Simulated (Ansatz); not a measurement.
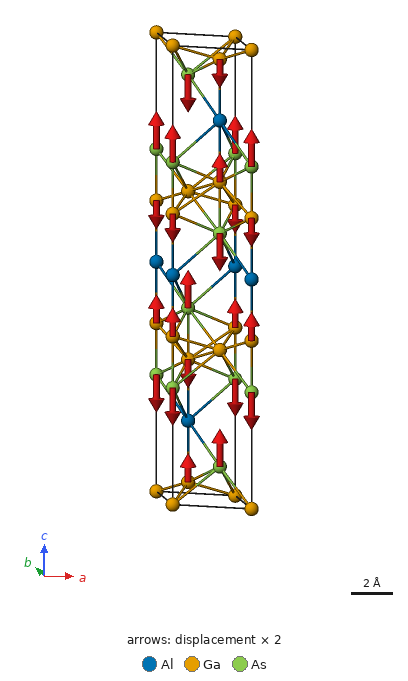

This is a relaxation of crystalline AlGa3As2 (a generated structure, set up in R-3m) (coarse preliminary run). The starting structure is drawn; red arrows show the displacements (the part carried along by the change of the cell is left out), magnified 2 times.

The picture is a ball-and-stick view of the conventional cell (3 times the calculation's cell), seen slightly off an axis. Lengths and directions refer to the drawn axes.

These are results of DFT PBE, scalar-relativistic, plane waves, PAW in Ansatz, not measurements. Settings: plane-wave cutoff 420 eV; k-point mesh 6 × 6 × 6; occupations gaussian; smearing width 0.1 eV; no spin polarisation; cell and atoms relaxed; force threshold 0.04 eV/Å; at most 70 steps.

**Describe the change and its energy.**

The energy falls by 3.473 eV per cell of the calculation in 10 accepted moves (13 points after the start). Largest force component: 1.9 eV/Å at the start, 0.0064 eV/Å at the end. Pressure: 14.56 GPa at the start and 0.04 GPa at the end. The line search rejected the trial step at point 9 of the run. The SCF was repeated twice at an unchanged geometry on a basis and grid sized afresh for the cell, which shifted the energy by 24.3 meV per cell of the calculation at most. The largest moves relative to the cell, 0.96 Å, are those of As atoms. Largest moves by element: As 0.96 Å, Ga 0.74 Å. Al stays in place. Cell: a = b 4.143 → 3.899 Å (−5.9 %), c 23.158 → 27.439 Å (+18.5 %). Volume +4.9 %. Among the contacts that change: As–Ga 2.604 → 4.784 Å, Ga–Ga 2.842 → 3.986 Å, As–Ga 3.016 → 3.863 Å, Al–As 3.133 → 2.669 Å. Bonds break: As–Ga (2.60 → 4.78 Å). Among the angles between lasting bonds that change: Ga–Ga–Ga 111.1° → 88.7°, Ga–Ga–Ga 68.9° → 91.3°, Ga–Ga–As 71.9° → 89.4°. The space group stays R-3m (No. 166).
